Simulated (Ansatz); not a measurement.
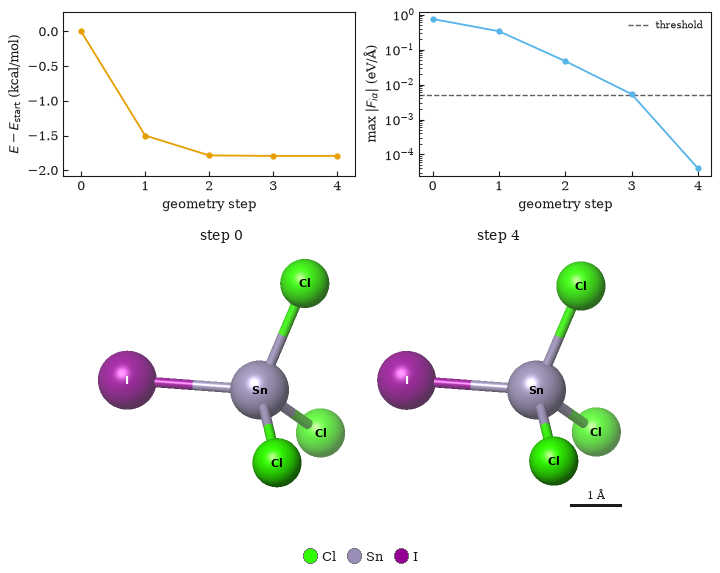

First and last geometry of a relaxation of SnICl3, with the history of the run. Style: ball-and-stick. Shown at a tilt.

The start comes from PBE-D4/def2-SVP.

Theory: Ansatz 0.2.0, RKS PBE0-D4/def2-TZVP. Settings: force threshold 0.005 eV/Å; at most 150 steps.

> Did the run converge, and what did it change?

It converged. The largest moves after the best rigid fit, 0.054 Å, are those of Cl atoms. By element the largest moves are Cl 0.054 Å, I 0.047 Å, Sn 0.001 Å. Some distances before and after: Cl–Sn 2.349 → 2.297 Å, I–Sn 2.683 → 2.635 Å. Over 4 geometry steps the energy falls by 1.79 kcal/mol. Largest force component: 0.75 eV/Å at the start, under 0.0001 eV/Å at the end. The run took 23 s on 4 threads of Intel Xeon Platinum 8559C, with other jobs on the host.
